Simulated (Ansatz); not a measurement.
MgO (rock salt)

```cif
data_MgO
_chemical_formula_sum 'O1 Mg1'
_space_group_name_H-M_alt 'P 1'
_space_group_IT_number 1
_cell_length_a 3.00785
_cell_length_b 3.00785
_cell_length_c 3.00785
_cell_angle_alpha 60.000
_cell_angle_beta 60.000
_cell_angle_gamma 60.000
loop_
_space_group_symop_operation_xyz
  'x, y, z'
loop_
_atom_site_label
_atom_site_type_symbol
_atom_site_fract_x
_atom_site_fract_y
_atom_site_fract_z
_atom_site_occupancy
O1 O 0.00000 0.00000 0.00000 1
Mg1 Mg 0.50000 0.50000 0.50000 1
```

This relaxed cell (volume V₀) is scaled evenly in all directions, its shape held. Symmetry pins the atoms to their sites.

These are PBE (plane waves to 420 eV, PAW, scalar-relativistic; Ansatz, a program for electronic structure) values and carry that method's errors. k mesh 14×14×14 (Γ-centred), Fermi-Dirac smearing 0.05 eV. Energies are smeared free energies. MgO was relaxed with its symmetry unable to fall. The zero of ΔE is the relaxed starting cell.

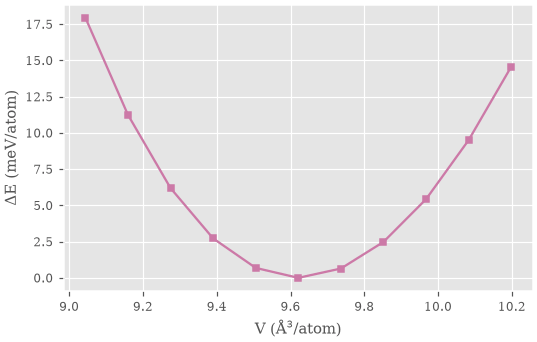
Figure. ΔE (meV/atom) against V (Å³/atom); markers are the computed points, lines only join them.

The pressure derivative B₀′ (fit) comes out as 4.1. The pressure at the smallest volume comes out as 10.5 GPa and the energy cost of the largest expansion comes out as 14.6 meV/atom. The bulk modulus B₀ (third-order Birch-Murnaghan fit) is 149 GPa. The energy cost of the largest compression is 18.0 meV/atom.

(Under strain, the slope of the energy per volume gives the stress and its curvature an elastic modulus.)
